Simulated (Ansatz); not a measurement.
# triplet C2H8N2 at 6 levels

We compute a comparison of 6 runs (UHF/3-21G, U-wB97X/cc-pVDZ, UB3LYP/cc-pVDZ, UCAM-B3LYP/cc-pVDZ, UMP2/cc-pVDZ, UCCSD(T)/cc-pVDZ) of triplet C2H8N2. 

The results are computed with Ansatz 0.2.0.

39 further runs of the same task are left out: 39 set aside as unsound or not needed.

### 1 The molecule

C2H8N2: 12 atoms, total charge 0, spin state triplet. As SMILES of the parent species, `CNNC`. The coordinates come from a PBE0-D4/def2-TZVP relaxation. This is one conformer, not always the lowest. That shape belongs to the parent species and isn't relaxed for this state.

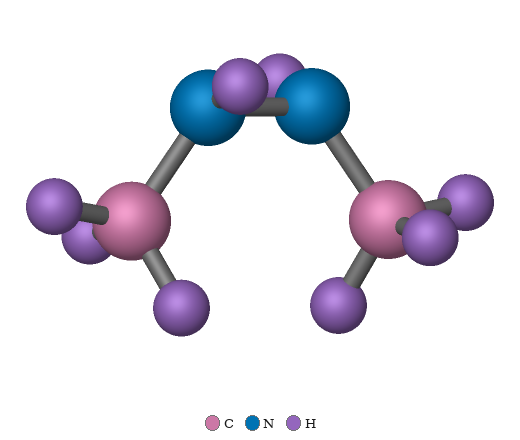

Viewed from a chosen angle; carbon pink, nitrogen blue, hydrogen purple.

### 2 The energy at UHF/3-21G (run 1)

Contents of in.yaml:

```yaml
crystal:
  periodic: [false, false, false]
  atoms:
    - {symbol: C, position_ang: [-1.080800, 0.964670, -0.249390]}
    - {symbol: "N", position_ang: [-0.854860, -0.036820, 0.772500]}
    - {symbol: "N", position_ang: [0.460130, -0.508810, 0.926440]}
    - {symbol: C, position_ang: [1.204520, -0.793650, -0.283120]}
    - {symbol: H, position_ang: [-0.832040, 0.656880, -1.275390]}
    - {symbol: H, position_ang: [-2.137250, 1.240970, -0.226540]}
    - {symbol: H, position_ang: [-0.500310, 1.861790, -0.015120]}
    - {symbol: H, position_ang: [-1.456830, -0.837870, 0.635930]}
    - {symbol: H, position_ang: [0.957460, 0.147610, 1.513360]}
    - {symbol: H, position_ang: [1.351280, 0.060870, -0.959530]}
    - {symbol: H, position_ang: [0.699840, -1.586040, -0.843560]}
    - {symbol: H, position_ang: [2.188870, -1.169600, 0.004410]}
basis:
  gaussian: {orbitals: 3-21G.json}
hamiltonian: {xc: hf}
output: {orbitals: {seedname: orbitals}}
accuracy: high
magnetization: {spin_polarized: true, initial_magnetization: 2}
```

The basis set 3-21G is read from a file made from the Basis Set Exchange's data (not shown).

Started as:

```console
ansatz run in.yaml --threads 1 --pin off --max-ram 3480MiB --events-out events.jsonl --progress --plain --runs-dir runs
```

What it wrote:

```text
Warning: RAYON_NUM_THREADS=1 ignored (pool sized by the plan → 1); use --threads N
Functional definition: HF
  name "HF"
  exchange = exact_x
  correlation = 0
1327 factors; integrals over basis functions are off by at most 6.8e-9 eV
mean field evaluation 1: about -5109.0235 eV, gradient 1.5e1 eV
mean field evaluation 2: about -5109.7228 eV, gradient 1.5e1 eV
mean field evaluation 4: about -5111.2884 eV, gradient 2.5e0 eV
mean field evaluation 8: about -5111.3831 eV, gradient 7.6e-1 eV
mean field evaluation 16: about -5112.8368 eV, gradient 6.7e-2 eV
mean field evaluation 32: about -5111.5172 eV, gradient 1.5e0 eV
mean field evaluation 64: about -5112.8370 eV, gradient 1.3e-8 eV
mean field evaluation 96: about -5110.6308 eV, gradient 6.3e0 eV
mean field evaluation 128: about -5111.4300 eV, gradient 4.7e0 eV
mean field evaluation 160: about -5111.4193 eV, gradient 1.8e-4 eV
mean field -5112.83695156 eV, -187.8932923646 hartree, gradient 2.5e-8 eV, S^2 2.011297; 3 other end points of the search recorded, 0 dependent functions left out
reference -5112.83695156 eV, -187.8932923646 hartree; 18, 16 occupied and 34, 36 virtual orbitals, 1327 factors
Total energy: -5112.83695156 eV, -187.8932923646 hartree
```

Wall time 2.9 s (1 thread of Arm Neoverse V2, shared host); peak memory 0.15 GiB.

### 3 The energy at U-wB97X/cc-pVDZ (run 2)

in.yaml: that of step 2 with these lines changed.

```diff
@@ -1 +1,4 @@
+basis:
+  gaussian:
+    orbitals: cc-pVDZ
 crystal:
@@ -5,3 +8,3 @@
     - {symbol: "N", position_ang: [-0.854860, -0.036820, 0.772500]}
-    - {symbol: "N", position_ang: [0.460130, -0.508810, 0.926440]}
+    - {symbol: N, position_ang: [0.460130, -0.508810, 0.926440]}
     - {symbol: C, position_ang: [1.204520, -0.793650, -0.283120]}
@@ -15,7 +18,10 @@
     - {symbol: H, position_ang: [2.188870, -1.169600, 0.004410]}
-basis:
-  gaussian: {orbitals: 3-21G.json}
-hamiltonian: {xc: hf}
-output: {orbitals: {seedname: orbitals}}
+total_charge: 0
+magnetization:
+  spin_polarized: true
+  initial_magnetization: 2
+hamiltonian:
+  xc: {name: wB97X}
 accuracy: high
-magnetization: {spin_polarized: true, initial_magnetization: 2}
+output:
+  orbitals: {seedname: orbitals}
```

Started as:

```console
ansatz run in.yaml --threads 1 --pin off --max-ram 3480MiB --events-out events.jsonl --progress --plain --runs-dir runs
```

What it wrote:

```text
Warning: RAYON_NUM_THREADS=1 ignored (pool sized by the plan → 1); use --threads N
Functional definition: wB97X
  name "wB97X"
  parameter omega = 0.3/bohr
  parameter cx = 0.157706
  parameter cx1 = 0.726479
  parameter cx2 = 1.04760
  parameter cx3 = -5.70635
  parameter cx4 = 13.2794
  parameter css1 = -4.33879
  parameter css2 = 18.2308
  parameter css3 = -31.7430
  parameter css4 = 17.2901
  parameter cos1 = 2.37031
  parameter cos2 = -11.3995
  parameter cos3 = 6.58405
  parameter cos4 = -3.78132
  exchange = spin_sum(e_x_unif_sr(omega)*poly(b97_u_x, 1 - cx, cx1, cx2, cx3, cx4)) + cx*exact_x_sr(omega)
      + exact_x_lr(omega)
  correlation = spin_sum(e_c_pw_same_spin*poly(b97_u_same, 1, css1, css2, css3, css4))
      + integral(e_c_pw_opposite_spin*poly(b97_u_opposite, 1, cos1, cos2, cos3, cos4))
2422 factors; integrals over basis functions are off by at most 3.5e-9 eV
388 factors; integrals over basis functions are off by at most 2.2e-9 eV
mean field evaluation 1: about -5171.9576 eV, gradient 2.0e1 eV
mean field evaluation 2: about -5173.4619 eV, gradient 1.2e1 eV
mean field evaluation 4: about -5174.1959 eV, gradient 1.1e0 eV
mean field evaluation 8: about -5174.4559 eV, gradient 2.3e-1 eV
mean field evaluation 16: about -5174.6409 eV, gradient 1.3e0 eV
mean field evaluation 32: about -5174.8851 eV, gradient 1.3e-7 eV
mean field -5174.88508486 eV, -190.1735192054 hartree, gradient 2.5e-8 eV, S^2 2.005178; 6 other end points of the search recorded, 0 dependent functions left out
reference -5174.88508333 eV, -190.1735191493 hartree; 18, 16 occupied and 78, 80 virtual orbitals, 2422 factors
Total energy: -5174.88508333 eV, -190.1735191493 hartree
```

Run time: 1.7 min. Hardware: 1 thread of Arm Neoverse V2, shared host; peak memory 0.9 GiB.

Run 3 isn't shown in full; the table further down has it.

### 4 The energy at UCAM-B3LYP/cc-pVDZ (run 4)

Contents of job.yaml:

```yaml
crystal:
  periodic: [false, false, false]
  atoms:
    - {symbol: C, position_ang: [-1.080800, 0.964670, -0.249390]}
    - {symbol: N, position_ang: [-0.854860, -0.036820, 0.772500]}
    - {symbol: "N", position_ang: [0.460130, -0.508810, 0.926440]}
    - {symbol: C, position_ang: [1.204520, -0.793650, -0.283120]}
    - {symbol: H, position_ang: [-0.832040, 0.656880, -1.275390]}
    - {symbol: H, position_ang: [-2.137250, 1.240970, -0.226540]}
    - {symbol: H, position_ang: [-0.500310, 1.861790, -0.015120]}
    - {symbol: H, position_ang: [-1.456830, -0.837870, 0.635930]}
    - {symbol: H, position_ang: [0.957460, 0.147610, 1.513360]}
    - {symbol: H, position_ang: [1.351280, 0.060870, -0.959530]}
    - {symbol: H, position_ang: [0.699840, -1.586040, -0.843560]}
    - {symbol: H, position_ang: [2.188870, -1.169600, 0.004410]}
basis:
  gaussian:
    orbitals: cc-pVDZ
magnetization:
  spin_polarized: true
  initial_magnetization: 2
hamiltonian:
  xc: {name: CAM-B3LYP}
accuracy: high
output: {orbitals: {seedname: orbitals}}
```

Started as:

```console
ansatz run job.yaml --threads 1 --pin off --max-ram 3480MiB --events-out events.jsonl --progress --plain --runs-dir runs
```

What it wrote:

```text
Warning: RAYON_NUM_THREADS=1 ignored (pool sized by the plan → 1); use --threads N
Functional definition: CAM-B3LYP
  name "CAM-B3LYP"
  parameter alpha = 0.19
  parameter beta = 0.46
  parameter omega = 0.33/bohr
  parameter ac = 0.81
  exchange = (1 - alpha - beta)*b88_x + beta*b88_x_sr(omega) + alpha*exact_x + beta*exact_x_lr(omega)
  correlation = (1 - ac)*vwn5_c + ac*lyp_c
2422 factors; integrals over basis functions are off by at most 3.5e-9 eV
437 factors; integrals over basis functions are off by at most 2.4e-9 eV
mean field evaluation 1: about -5169.6243 eV, gradient 2.6e1 eV
mean field evaluation 2: about -5171.1033 eV, gradient 2.1e1 eV
mean field evaluation 4: about -5173.1592 eV, gradient 1.1e0 eV
mean field evaluation 8: about -5173.4537 eV, gradient 2.4e-1 eV
mean field evaluation 16: about -5173.5650 eV, gradient 1.4e0 eV
mean field evaluation 32: about -5173.7706 eV, gradient 1.6e-8 eV
mean field evaluation 64: about -5173.6332 eV, gradient 1.4e0 eV
mean field -5173.77059351 eV, -190.1325624038 hartree, gradient 3.0e-8 eV, S^2 2.004720; 12 other end points of the search recorded, 0 dependent functions left out
reference -5173.77061351 eV, -190.1325631388 hartree; 18, 16 occupied and 78, 80 virtual orbitals, 2422 factors
Total energy: -5173.77061351 eV, -190.1325631388 hartree
```

Wall time 67 s (1 thread of Arm Neoverse V2, shared host); peak memory 0.53 GiB.

Run 5 isn't shown in full; the table further down has it.

### 5 The energy at UCCSD(T)/cc-pVDZ (run 6)

job.yaml: that of step 4 with these lines changed.

```diff
@@ -4,3 +4,3 @@
     - {symbol: C, position_ang: [-1.080800, 0.964670, -0.249390]}
-    - {symbol: N, position_ang: [-0.854860, -0.036820, 0.772500]}
+    - {symbol: "N", position_ang: [-0.854860, -0.036820, 0.772500]}
     - {symbol: "N", position_ang: [0.460130, -0.508810, 0.926440]}
@@ -16,10 +16,6 @@
 basis:
-  gaussian:
-    orbitals: cc-pVDZ
-magnetization:
-  spin_polarized: true
-  initial_magnetization: 2
-hamiltonian:
-  xc: {name: CAM-B3LYP}
+  gaussian: {orbitals: cc-pVDZ}
+magnetization: {spin_polarized: true, initial_magnetization: 2}
+correlation: {method: ccsd_t, frozen_orbitals: {C: 1, H: 0, "N": 1}}
 accuracy: high
-output: {orbitals: {seedname: orbitals}}
+scf: {omitted_lower_state_checks: [cluster_reference, increment]}
```

Started as:

```console
ansatz run job.yaml --threads 1 --pin off --max-ram 3480MiB --events-out events.jsonl --progress --plain --runs-dir runs
```

What it wrote:

```text
Warning: RAYON_NUM_THREADS=1 ignored (pool sized by the plan → 1); use --threads N
[... 16 lines left out ...]
4 core orbitals not correlated: weight in the atoms' cores, before any rotation towards them, 1.000 or more for the frozen orbitals, at most 0.000 for the correlated occupied ones
[... 42 lines left out ...]
Total energy: -5161.89126670 eV, -189.6960051958 hartree
Checks for a lower state left out: cluster_reference, increment
```

Run time: 3.6 min. Hardware: 1 thread of Arm Neoverse V2, shared host; peak memory 1.6 GiB.

### 6 All runs side by side

```csv
run,level,frozen core orbitals,energy (Eh),HOMO energy (eV),⟨S²⟩,wall time
1,UHF/3-21G,–,-187.893292,-0.85,2.011,2.9 s
2,U-wB97X/cc-pVDZ,–,-190.173519,-1.74,2.005,1.7 min
3,UB3LYP/cc-pVDZ,–,-190.248969,-0.24,2.004,49 s
4,UCAM-B3LYP/cc-pVDZ,–,-190.132563,-1.12,2.005,67 s
5,UMP2/cc-pVDZ,4,-189.615935,–,2.013,13 s
6,UCCSD(T)/cc-pVDZ,4,-189.696005,–,2.013,3.6 min
```

### 7 Summary of results

| quantity | value |
| --- | --- |
| run 6: total energy | -189.69601 Eh |
| run 6: correlation energy (4 core orbitals frozen) | -685.8 mEh |
| run 6: (T) correction | -20.14 mEh |
| run 6: ⟨S²⟩ of the reference determinant | 2.013 |
| run 6: T1 diagnostic | 0.042 |

What this shows: Totals of different functionals can't be ranked against each other. All runs together took 7.5 min, the longest 3.6 min.
